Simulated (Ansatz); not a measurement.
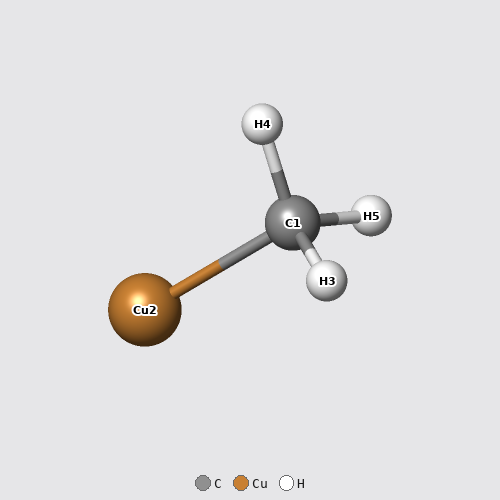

The system is CH₃Cu, SMILES [CH3][Cu]; the picture shows the grid point nearest to the relaxed geometry. Two internal coordinates are moved rigidly from the geometry relaxed at PBE0-D4/def2-TZVP, all others fixed. Coordinates scanned: (1) bond C1–H3; (2) angle Cu2–C1–H5. The grid has 7 × 7 points. Energies are in kcal/mol, from the lowest grid point. Theory: RKS PBE0-D4/def2-TZVPP (Ansatz).

Its coordinates:

```xyz
5

C    -0.1505   -0.0112   -0.0638
Cu    1.6453   -0.0500    0.5578
H    -0.7010   -0.8388    0.3979
H    -0.1482   -0.1194   -1.1498
H    -0.5981    0.9432    0.2189
```

Range: bond C1–H3 from 0.960 to 1.528 Å; angle Cu2–C1–H5 from 90.7 to 126.7°.

What will the energy surface look like?

Answer. The lowest grid point is at bond C1–H3 = 1.096 Å, angle Cu2–C1–H5 = 108.7°. It is the only kind of minimum in the scanned range. The highest grid point, bond C1–H3 = 1.528 Å, angle Cu2–C1–H5 = 90.7°, lies 39.4 kcal/mol above the lowest.

```
angle Cu2–C1–H5 ↓, bond C1–H3 →  0.960  1.016  1.096  1.191  1.295  1.408  1.528
                          126.7   12.0    5.8    3.1    6.1   13.8   24.6   37.2
                          120.7   10.1    4.0    1.4    4.5   12.2   23.2   35.9
                          114.7    9.0    2.9    0.3    3.5   11.3   22.4   35.3
                          108.7    8.6    2.5    0.0    3.2   11.2   22.3   35.3
                          102.7    8.8    2.8    0.4    3.6   11.7   22.9   36.0
                           96.7    9.8    3.8    1.4    4.8   12.9   24.2   37.4
                           90.7   11.4    5.5    3.1    6.6   14.7   26.2   39.4
```

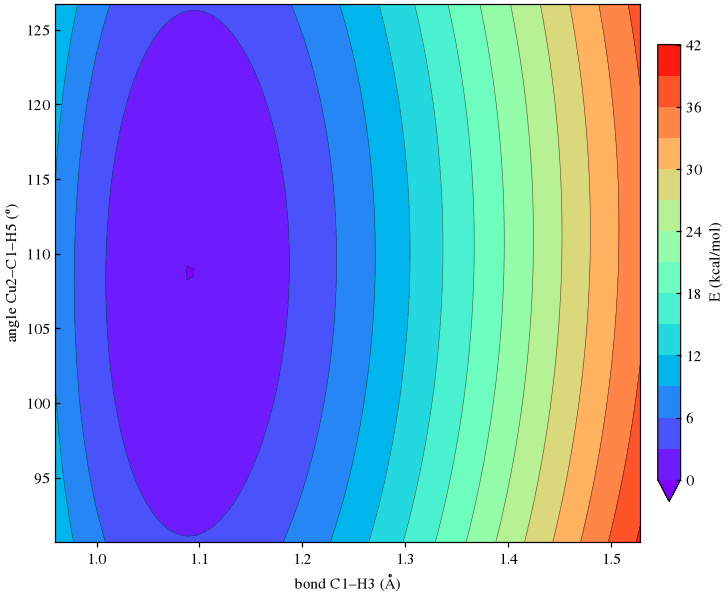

In the figure: filled contours. Between grid points the surface is interpolated.
